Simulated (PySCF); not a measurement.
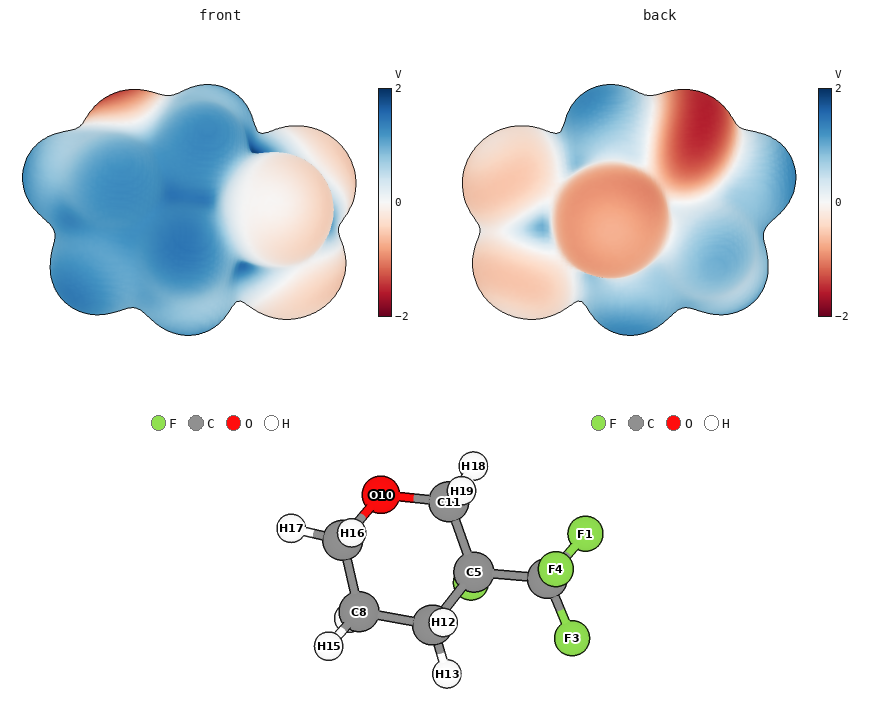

Figure. C$_{6}$H$_{8}$F$_{4}$O. The molecular electrostatic potential painted on the density surface at 0.004 e/bohr³, seen from the front and from behind; the colour scale runs from red (negative) to blue (positive). The bare structure is drawn below in the same view.

Geometry: GFN2-xTB.

Method: PySCF 2.14.0, PBE0/pcSseg-1, SCF density, gas phase, non-relativistic.

| atom | x (Å) | y (Å) | z (Å) |
| --- | --- | --- | --- |
| F | -3.0069 | 0.9315 | -0.1683 |
| C | -2.2114 | -0.1405 | -0.1858 |
| F | -2.8160 | -1.0957 | 0.5244 |
| F | -2.1756 | -0.5723 | -1.4584 |
| C | -0.7952 | 0.1652 | 0.3287 |
| F | -0.9488 | 0.5951 | 1.6334 |
| C | 0.0692 | -1.0963 | 0.3095 |
| C | 1.5105 | -0.7192 | 0.6505 |
| C | 1.9782 | 0.3931 | -0.2869 |
| O | 1.1627 | 1.5401 | -0.1608 |
| C | -0.1669 | 1.2957 | -0.5081 |
| H | 0.0167 | -1.5366 | -0.6886 |
| H | -0.3286 | -1.8132 | 1.0303 |
| H | 1.5539 | -0.3560 | 1.6783 |
| H | 2.1584 | -1.5897 | 0.5561 |
| H | 1.9662 | 0.0387 | -1.3294 |
| H | 2.9854 | 0.7249 | -0.0317 |
| H | -0.7088 | 2.2274 | -0.3293 |
| H | -0.2530 | 1.0173 | -1.5713 |

### Describe the electrostatic potential map.

The most negative region (about −1.5 V) lies over O10, the most positive (about +1.5 V) over the C and H atoms. O10 is the likeliest acceptor of a hydrogen bond.
